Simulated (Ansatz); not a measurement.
Run report: CH₇BFNOSi, nudged elastic band (part 2 of 2)

Continued. System: CH₇BFNOSi. Method: RKS revPBE/6-31G (Ansatz 0.2.0). It belongs to a series of runs on one base structure; here: band between the two ends.

Geometry of the input (Å):
```
N  -0.4576  -2.4379  0.2275
B  -0.0862  -1.4409  1.1659
O  0.1304  -0.0849  0.8306
C  -0.0148  0.4162  -0.5543
Si 0.4104  2.2914  -0.3598
F  0.2907  3.0541  -1.9075
H  -0.6039  -2.2799  -0.7675
H  -0.6009  -3.4002  0.5215
H  0.0664  -1.7116  2.3258
H  0.6872  -0.0956  -1.2399
H  -1.0455  0.2646  -0.9277
H  -0.5869  2.9466  0.5677
H  1.8312  2.4431  0.1326
```

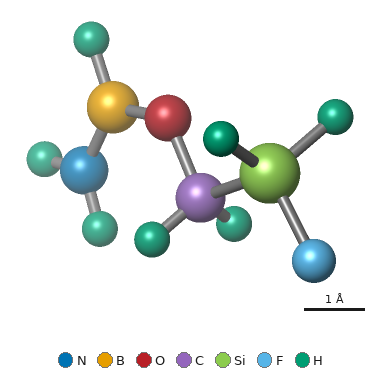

Fig. 1: The starting structure (ball-and-stick view, seen at a tilt).

```
Total energy: -15954.05166610 eV, -586.3005846847 hartree
Atom 0 at    -0.025309    -2.663788     0.415347 Å, force    -0.002911    -0.010081     0.006315 eV/Å
Atom 1 at    -0.427471    -1.428910     0.971066 Å, force     0.004338     0.001536    -0.003735 eV/Å
Atom 2 at     0.157005    -0.205897     0.523309 Å, force    -0.002147     0.008627     0.002099 eV/Å
Atom 3 at    -0.276224     0.571249    -0.646084 Å, force     0.005268     0.001871     0.002614 eV/Å
Atom 4 at     0.565416     2.282956    -0.325661 Å, force    -0.000051    -0.006417    -0.002272 eV/Å
Atom 5 at     0.236721     3.345516    -1.651183 Å, force     0.000457    -0.002065     0.000656 eV/Å
Atom 6 at     0.674566    -2.744894    -0.321347 Å, force     0.002959     0.012489     0.000679 eV/Å
Atom 7 at    -0.386609    -3.551131     0.758591 Å, force     0.001567     0.000174    -0.000032 eV/Å
Atom 8 at    -1.234946    -1.416502     1.869514 Å, force    -0.004104    -0.006345    -0.005720 eV/Å
Atom 9 at     0.063165     0.105748    -1.591640 Å, force    -0.004978    -0.001373    -0.002070 eV/Å
Atom 10 at    -1.378438     0.664984    -0.686446 Å, force    -0.002002     0.003563     0.002767 eV/Å
Atom 11 at    -0.011327     2.901754     0.927513 Å, force     0.002148     0.000796    -0.000432 eV/Å
Atom 12 at     2.063750     2.104113    -0.228079 Å, force    -0.000544    -0.002775    -0.000869 eV/Å
Dipole moment:    -0.016724    -0.752152    -0.045039 e Å
this run last wrote the band of iteration 17 to [file]; this run last wrote the band within `neb.f_tol` of iteration 16 to [file]
```

**The last band as extended XYZ (Å, eV, eV/Å)**
```
13
Properties=species:S:1:pos:R:3:forces:R:3 image=0 energy=-15954.39311
N    -0.4576   -2.4379    0.2275   -0.0001  -0.0005   0.0008
B    -0.0862   -1.4409    1.1659    0.0000   0.0003  -0.0008
O     0.1304   -0.0849    0.8306    0.0002   0.0003  -0.0001
C    -0.0148    0.4162   -0.5543    0.0003   0.0001   0.0005
Si    0.4104    2.2914   -0.3598    0.0000  -0.0002   0.0003
F     0.2907    3.0541   -1.9075   -0.0001   0.0002  -0.0004
H    -0.6039   -2.2799   -0.7675    0.0001   0.0002  -0.0003
H    -0.6009   -3.4002    0.5215   -0.0002  -0.0001  -0.0002
H     0.0664   -1.7116    2.3258    0.0000   0.0000   0.0000
H     0.6872   -0.0956   -1.2399   -0.0003  -0.0002   0.0001
H    -1.0455    0.2646   -0.9277    0.0002  -0.0003  -0.0001
H    -0.5869    2.9466    0.5677    0.0000   0.0000   0.0002
H     1.8312    2.4431    0.1326    0.0000   0.0001   0.0001
13
Properties=species:S:1:pos:R:3:forces:R:3 image=1 energy=-15954.38509
N    -0.2730   -2.4624    0.2156   -0.0042   0.0036  -0.0056
B    -0.1859   -1.4151    1.1685    0.0036  -0.0003  -0.0008
O    -0.1508   -0.0409    0.8407    0.0034   0.0006   0.0040
C    -0.1999    0.4567   -0.5515    0.0033   0.0010  -0.0026
Si    0.4663    2.2617   -0.3597   -0.0006   0.0002  -0.0005
F     0.3646    3.0682   -1.8864    0.0035  -0.0032  -0.0024
H    -0.3338   -2.3367   -0.7927   -0.0105   0.0006  -0.0001
H    -0.2811   -3.4337    0.5146   -0.0044  -0.0013  -0.0011
H    -0.1340   -1.6574    2.3434    0.0098  -0.0030   0.0039
H     0.4441   -0.1401   -1.2259    0.0041   0.0000   0.0011
H    -1.2356    0.4297   -0.9369    0.0028  -0.0044   0.0019
H    -0.3820    3.0185    0.6345   -0.0082   0.0027  -0.0048
H     1.9213    2.2166    0.0506   -0.0026   0.0036   0.0070
13
Properties=species:S:1:pos:R:3:forces:R:3 image=2 energy=-15954.34949
N    -0.1239   -2.4866    0.2551   -0.0041   0.0109  -0.0199
B    -0.3311   -1.4002    1.1439    0.0018  -0.0031   0.0090
O    -0.3454   -0.0345    0.7869   -0.0199   0.0020   0.0243
C    -0.2843    0.4902   -0.5915   -0.0008   0.0060  -0.0147
Si    0.5238    2.2348   -0.3533   -0.0036  -0.0103   0.0016
F     0.2971    3.1686   -1.7915    0.0156  -0.0151  -0.0101
H     0.0567   -2.4170   -0.7438   -0.0418   0.0250  -0.0185
H    -0.1343   -3.4403    0.6071    0.0144   0.0099  -0.0052
H    -0.5155   -1.6074    2.3129    0.0369  -0.0059   0.0154
H     0.3191   -0.1436   -1.2695    0.0135  -0.0108   0.0223
H    -1.3069    0.5662   -1.0031    0.0080  -0.0108  -0.0113
H    -0.1496    2.9498    0.7925   -0.0152   0.0074  -0.0123
H     2.0143    2.0852   -0.1308   -0.0047  -0.0053   0.0194
13
Properties=species:S:1:pos:R:3:forces:R:3 image=3 energy=-15954.20135
N    -0.0675   -2.5821    0.3306   -0.0062   0.0062  -0.0448
B    -0.3991   -1.4201    1.0724   -0.0095  -0.0100   0.0405
O    -0.1787   -0.0796    0.6867   -0.1297   0.0556   0.0742
C    -0.2698    0.5353   -0.6453    0.0005  -0.0009  -0.0150
Si    0.5566    2.2632   -0.3490    0.0002  -0.0197   0.0008
F     0.2286    3.3001   -1.6938    0.0192  -0.0169  -0.0223
H     0.4407   -2.6132   -0.5506   -0.0690   0.0750  -0.0700
H    -0.2847   -3.4996    0.7140    0.0346   0.0256  -0.0171
H    -0.9080   -1.5454    2.1556    0.0883  -0.0561   0.0827
H     0.2237   -0.0419   -1.4504    0.0573  -0.0545   0.0589
H    -1.3377    0.6483   -0.9082    0.0178   0.0021  -0.0801
H    -0.0428    2.8879    0.8882   -0.0060   0.0020  -0.0179
H     2.0589    2.1123   -0.2354    0.0025  -0.0084   0.0101
13
Properties=species:S:1:pos:R:3:forces:R:3 image=4 energy=-15954.05162
N    -0.0253   -2.6638    0.4153   -0.0029  -0.0101   0.0063
B    -0.4275   -1.4289    0.9711    0.0043   0.0015  -0.0037
O     0.1570   -0.2059    0.5233   -0.0021   0.0086   0.0021
C    -0.2762    0.5712   -0.6461    0.0053   0.0019   0.0026
Si    0.5654    2.2830   -0.3257   -0.0001  -0.0064  -0.0023
F     0.2367    3.3455   -1.6512    0.0005  -0.0021   0.0007
H     0.6746   -2.7449   -0.3213    0.0030   0.0125   0.0007
H    -0.3866   -3.5511    0.7586    0.0016   0.0002   0.0000
H    -1.2349   -1.4165    1.8695   -0.0041  -0.0063  -0.0057
H     0.0632    0.1057   -1.5916   -0.0050  -0.0014  -0.0021
H    -1.3784    0.6650   -0.6864   -0.0020   0.0036   0.0028
H    -0.0113    2.9018    0.9275    0.0021   0.0008  -0.0004
H     2.0638    2.1041   -0.2281   -0.0005  -0.0028  -0.0009
13
Properties=species:S:1:pos:R:3:forces:R:3 image=5 energy=-15954.12236
N    -0.0154   -2.7341    0.5056    0.0350  -0.0140   0.0196
B    -0.4245   -1.4327    0.8636   -0.0122  -0.0016  -0.0224
O     0.3094   -0.3455    0.3015    0.0634  -0.0568  -0.0810
C    -0.2684    0.5967   -0.6680   -0.0138   0.0312  -0.0099
Si    0.5648    2.2972   -0.2811    0.0010  -0.0008   0.0080
F     0.2286    3.3853   -1.5843   -0.0058   0.0081   0.0209
H     0.7291   -2.8793   -0.1760    0.0297  -0.0484   0.0630
H    -0.4229   -3.5808    0.8924   -0.0009  -0.0152   0.0572
H    -1.3357   -1.2638    1.6394   -0.0517   0.0341  -0.0953
H    -0.0180    0.2503   -1.6885   -0.0545   0.0542  -0.0306
H    -1.3709    0.6601   -0.5927   -0.0081   0.0065   0.0542
H    -0.0189    2.8865    0.9848    0.0170   0.0038   0.0182
H     2.0631    2.1253   -0.1819    0.0009  -0.0012  -0.0019
13
Properties=species:S:1:pos:R:3:forces:R:3 image=6 energy=-15954.25558
N     0.0293   -2.7693    0.6380    0.0014  -0.0114   0.0520
B    -0.4537   -1.4463    0.7335   -0.0054  -0.0326  -0.0479
O     0.3326   -0.4435    0.1065    0.0427  -0.0351  -0.0886
C    -0.2654    0.6167   -0.7157   -0.0160   0.0360  -0.0257
Si    0.5653    2.2990   -0.2420    0.0042  -0.0180   0.0222
F     0.2757    3.4000   -1.5451   -0.0066   0.0201   0.0218
H     0.8543   -2.9823    0.0794    0.0379  -0.0451   0.0692
H    -0.4179   -3.5660    1.0809    0.0133  -0.0002   0.0709
H    -1.4774   -1.1933    1.3243   -0.0227   0.0284  -0.1060
H    -0.0525    0.3755   -1.7737   -0.0616   0.0632  -0.0278
H    -1.3643    0.6662   -0.5941   -0.0123   0.0122   0.0386
H    -0.0641    2.8812    1.0068    0.0226  -0.0079   0.0234
H     2.0585    2.1272   -0.0839    0.0027  -0.0097  -0.0020
13
Properties=species:S:1:pos:R:3:forces:R:3 image=7 energy=-15954.36253
N     0.0749   -2.7519    0.7787   -0.0089   0.0198   0.0340
B    -0.4693   -1.4590    0.6050   -0.0114  -0.0291  -0.0225
O     0.3240   -0.5089   -0.0808    0.0224  -0.0218  -0.0498
C    -0.2728    0.6247   -0.7985   -0.0202   0.0331  -0.0219
Si    0.5588    2.2731   -0.2093    0.0079  -0.0209   0.0052
F     0.3061    3.4370   -1.4648   -0.0055   0.0182   0.0275
H     0.9736   -3.0113    0.3765    0.0261  -0.0137   0.0502
H    -0.4087   -3.4907    1.2796    0.0159   0.0143   0.0441
H    -1.5679   -1.1821    1.0253   -0.0041   0.0029  -0.0693
H    -0.0770    0.4771   -1.8758   -0.0365   0.0345  -0.0236
H    -1.3692    0.6649   -0.6532   -0.0088   0.0038   0.0108
H    -0.0989    2.8022    1.0495    0.0190  -0.0226   0.0210
H     2.0468    2.0902   -0.0172    0.0041  -0.0184  -0.0058
13
Properties=species:S:1:pos:R:3:forces:R:3 image=8 energy=-15954.42112
N     0.1023   -2.6759    0.9165   -0.0238   0.0335   0.0155
B    -0.4894   -1.4573    0.5095   -0.0049  -0.0315  -0.0007
O     0.3106   -0.5429   -0.2118    0.0162  -0.0017  -0.0127
C    -0.2692    0.6153   -0.9066   -0.0134   0.0256  -0.0152
Si    0.5467    2.2207   -0.1884    0.0100  -0.0214  -0.0056
F     0.2892    3.4958   -1.3290   -0.0116   0.0143   0.0228
H     1.0617   -2.9210    0.6799    0.0092   0.0039   0.0235
H    -0.4068   -3.3754    1.4478    0.0150   0.0119   0.0170
H    -1.6423   -1.2080    0.7697   -0.0003  -0.0072  -0.0341
H    -0.0382    0.5178   -1.9818   -0.0103   0.0097  -0.0106
H    -1.3693    0.6446   -0.7916   -0.0046  -0.0021  -0.0039
H    -0.1108    2.6236    1.1164    0.0148  -0.0233   0.0129
H     2.0360    2.0280   -0.0158    0.0037  -0.0116  -0.0087
13
Properties=species:S:1:pos:R:3:forces:R:3 image=9 energy=-15954.45065
N     0.0965   -2.5866    1.0282    0.0245  -0.0097   0.0072
B    -0.5099   -1.4475    0.4516   -0.0068   0.0068  -0.0041
O     0.3118   -0.5556   -0.2749    0.0003  -0.0067   0.0047
C    -0.2455    0.5987   -0.9992   -0.0054   0.0032  -0.0124
Si    0.5413    2.1679   -0.1813   -0.0045  -0.0053  -0.0010
F     0.1720    3.5530   -1.1498   -0.0060   0.0035   0.0137
H     1.0888   -2.7880    0.9211    0.0039   0.0054   0.0117
H    -0.4270   -3.2697    1.5666   -0.0105   0.0144   0.0031
H    -1.6926   -1.2417    0.5743   -0.0133  -0.0003  -0.0143
H     0.0445    0.5122   -2.0602   -0.0010  -0.0010  -0.0097
H    -1.3500    0.6174   -0.9405    0.0034   0.0016  -0.0018
H    -0.0542    2.3829    1.1945    0.0122  -0.0116   0.0118
H     2.0445    2.0223   -0.1153    0.0032  -0.0002  -0.0090
13
Properties=species:S:1:pos:R:3:forces:R:3 image=10 energy=-15954.46091
N     0.0645   -2.5123    1.1196    0.0003   0.0014  -0.0004
B    -0.5272   -1.4491    0.4002    0.0010  -0.0006  -0.0003
O     0.3250   -0.5602   -0.2950   -0.0004  -0.0020  -0.0008
C    -0.2082    0.5821   -1.0592    0.0001   0.0013   0.0017
Si    0.5483    2.1333   -0.1819   -0.0006   0.0009  -0.0024
F     0.0083    3.5773   -0.9665    0.0002  -0.0004   0.0016
H     1.0716   -2.6581    1.1517   -0.0001   0.0001  -0.0002
H    -0.4876   -3.1904    1.6352   -0.0009  -0.0002   0.0005
H    -1.7251   -1.3026    0.3762    0.0005   0.0008  -0.0008
H     0.1332    0.4915   -2.1043   -0.0005  -0.0013   0.0013
H    -1.3139    0.5950   -1.0504    0.0006  -0.0006  -0.0008
H     0.0733    2.1657    1.2548    0.0001   0.0004   0.0008
H     2.0581    2.0930   -0.2654   -0.0003   0.0001  -0.0002
```
